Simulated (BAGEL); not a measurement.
# AlCNClOF (SMILES O=C=[N][Al]([F])[Cl]): HF/cc-pVDZ (density fitting with qzvpp-jkfit)

What is the vertical ionisation energy of AlCNClOF at HF/cc-pVDZ (density fitting with qzvpp-jkfit)? 

The results are computed with BAGEL 1.2.2.

6 further runs of the same task are left out: 4 that didn't finish, 2 set aside as unsound or not needed.

**1. Starting point**

The species is AlCNClOF (6 atoms), meant as a singlet with charge 0. As SMILES, `O=C=[N][Al]([F])[Cl]`. The shape is that of a PBE0-D4/def2-TZVP optimisation. This is one conformer, not always the lowest.

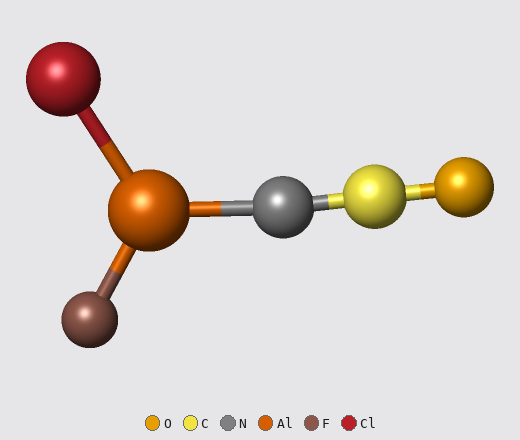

The structure, seen from a chosen angle (oxygen amber, carbon yellow, nitrogen grey, aluminium orange, fluorine brown, chlorine red).

**2. The energy at HF/cc-pVDZ (density fitting with qzvpp-jkfit)**

calc.json reads:

```json
{ "bagel" : [

{
  "title" : "molecule",
  "basis" : "cc-pvdz.json",
  "df_basis" : "qzvpp-jkfit",
  "angstrom" : true,
  "geometry" : [
    { "atom" : "O", "xyz" : [      -1.726000,      -0.301300,       2.353900 ] },
    { "atom" : "C", "xyz" : [      -1.034500,      -0.244700,       1.421600 ] },
    { "atom" : "N", "xyz" : [      -0.321400,      -0.196300,       0.461800 ] },
    { "atom" : "Al", "xyz" : [       0.694800,       0.033100,      -0.933400 ] },
    { "atom" : "F", "xyz" : [       1.379200,      -1.268200,      -1.642400 ] },
    { "atom" : "Cl", "xyz" : [       1.050000,       1.913400,      -1.707800 ] }
  ]
},

{ "title" : "hf" },

{ "title" : "print", "file" : "orbitals.molden", "orbitals" : true }

]}
```

The basis set cc-pVDZ is read from a file made from the Basis Set Exchange's data (not shown).

Run with:

```
$ BAGEL_NUM_THREADS=1 BAGEL calc.json > calc.out
```

What it wrote:

```text
* using 1 threads per process

  ===============================================================
  ===============================================================

  *** Geometry ***

  { "atom" : "O", "xyz" : [     -3.261667,     -0.569374,      4.448226 ] },
  { "atom" : "C", "xyz" : [     -1.954922,     -0.462416,      2.686435 ] },
  { "atom" : "N", "xyz" : [     -0.607358,     -0.370953,      0.872676 ] },
  { "atom" : "Al", "xyz" : [      1.312982,      0.062550,     -1.763870 ] },
  { "atom" : "F", "xyz" : [      2.606310,     -2.396551,     -3.103686 ] },
  { "atom" : "Cl", "xyz" : [      1.984212,      3.615802,     -3.227274 ] },

  Number of auxiliary basis functions:      562

  Since a DF basis is specified, we compute 2- and 3-index integrals:
    o Being stored without compression. Storage requirement is 0.038 GB

  Number of basis functions:       92
  Number of electrons      :       60

    * METHOD: MOLECULE                             0.35

  *** RHF ***

  === Nuclear Repulsion ===
   298.7166565711

      * DIIS with orbital gradients will be used.

  === RHF iteration (cc-pvdz.json) ===
      0       -967.97659239          0.01630856           0.12
      1       -968.16318315          0.01137970           0.12
      2       -968.26974215          0.00122129           0.11
      3       -968.27088504          0.00061275           0.11
      4       -968.27120990          0.00015300           0.12
      5       -968.27123241          0.00003819           0.12
      6       -968.27123474          0.00001317           0.12
      7       -968.27123515          0.00000485           0.11
      8       -968.27123518          0.00000273           0.12
      9       -968.27123520          0.00000124           0.12
     10       -968.27123520          0.00000065           0.12
     11       -968.27123520          0.00000024           0.11
     12       -968.27123520          0.00000009           0.12
     13       -968.27123520          0.00000003           0.12
     14       -968.27123520          0.00000002           0.12
     15       -968.27123520          0.00000001           0.12
    * SCF iteration converged.

    * Permanent dipole moment:
           (   -0.059966,    -0.193702,     0.109395) a.u.

    * METHOD: HF                                   2.27

    * METHOD: PRINT                                0.02

  ===============================================================
```

It took 2.8 s on 1 thread of Arm Neoverse V1, shared host; peak memory 0.15 GiB.

**3. The doublet cation**

job.json reads:

```json
{ "bagel" : [

{
  "title" : "molecule",
  "basis" : "cc-pvdz.json",
  "df_basis" : "qzvpp-jkfit",
  "angstrom" : "true",
  "geometry" : [
    { "atom" : "O", "xyz" : [      -1.726000,      -0.301300,       2.353900 ] },
    { "atom" : "C", "xyz" : [      -1.034500,      -0.244700,       1.421600 ] },
    { "atom" : "N", "xyz" : [      -0.321400,      -0.196300,       0.461800 ] },
    { "atom" : "Al", "xyz" : [       0.694800,       0.033100,      -0.933400 ] },
    { "atom" : "F", "xyz" : [       1.379200,      -1.268200,      -1.642400 ] },
    { "atom" : "Cl", "xyz" : [       1.050000,       1.913400,      -1.707800 ] }
  ]
},

{
  "title" : "uhf",
  "charge" : 1,
  "nopen" : 1
},

{
  "title" : "print",
  "file" : "orbitals.molden",
  "orbitals" : "true"
}

]}
```

The basis set cc-pVDZ is read from a file made from the Basis Set Exchange's data (not shown).

Run with:

```
$ BAGEL_NUM_THREADS=1 BAGEL job.json > job.out
```

What it wrote:

```text
* using 1 threads per process

  ===============================================================
  ===============================================================

  *** Geometry ***

  { "atom" : "O", "xyz" : [     -3.261667,     -0.569374,      4.448226 ] },
  { "atom" : "C", "xyz" : [     -1.954922,     -0.462416,      2.686435 ] },
  { "atom" : "N", "xyz" : [     -0.607358,     -0.370953,      0.872676 ] },
  { "atom" : "Al", "xyz" : [      1.312982,      0.062550,     -1.763870 ] },
  { "atom" : "F", "xyz" : [      2.606310,     -2.396551,     -3.103686 ] },
  { "atom" : "Cl", "xyz" : [      1.984212,      3.615802,     -3.227274 ] },

  Number of auxiliary basis functions:      562

  Since a DF basis is specified, we compute 2- and 3-index integrals:
    o Being stored without compression. Storage requirement is 0.038 GB

  Number of basis functions:       92
  Number of electrons      :       60

    * METHOD: MOLECULE                             0.35

  *** Open-shell HF ***

  === Nuclear Repulsion ===
   298.7166565711

      * DIIS with orbital gradients will be used.

  === UHF iteration (cc-pvdz.json) ===
      0       -967.58227915          0.03158065           0.24
      1       -967.73690917          0.02456352           0.23
      2       -967.79683173          0.01864641           0.23
      3       -967.87342881          0.00237673           0.24
      4       -967.87827831          0.00137079           0.24
      5       -967.88259286          0.00082592           0.23
      6       -967.88443995          0.00065266           0.24
      7       -967.88560528          0.00055031           0.26
      8       -967.88667371          0.00034185           0.23
      9       -967.88706684          0.00012352           0.24
[... 27 lines of this table left out ...]
     37       -967.88709056          0.00000001           0.24
     38       -967.88709056          0.00000001           0.23
     39       -967.88709056          0.00000001           0.24
     40       -967.88709056          0.00000001           0.23
    * SCF iteration converged.

    * S^2 (UHF) is 0.9151

    * Permanent dipole moment:
           (    1.711140,     0.470656,    -2.363640) a.u.

    * METHOD: UHF                                  9.87

    * METHOD: PRINT                                0.02

  ===============================================================
```

Wall time 11 s (1 thread of Arm Neoverse V1, shared host); peak memory 0.15 GiB.

**4. Outcome**

At HF/cc-pVDZ (density fitting with qzvpp-jkfit):

| quantity | value |
| --- | --- |
| singlet AlCNClOF: total energy | -968.27124 Eh |
| singlet AlCNClOF: dipole moment | 0.59 D |
| singlet AlCNClOF: HOMO energy | -12.52 eV |
| singlet AlCNClOF: LUMO energy | 1.91 eV |
| singlet AlCNClOF: HOMO–LUMO gap | 14.44 eV |
| doublet cation: total energy | -967.88709 Eh |
| doublet cation: ⟨S²⟩ | 0.915 |
| vertical ionisation energy (to the doublet cation) | 10.453 eV |

The vertical ionisation energy comes to 10.45 eV (241 kcal/mol). −ε(HOMO) before ionisation, 12.52 eV, is 2.07 eV above this ionisation energy. ⟨S²⟩ (doublet cation) is 0.92 where a pure doublet has 0.75: the reference is spin-contaminated.
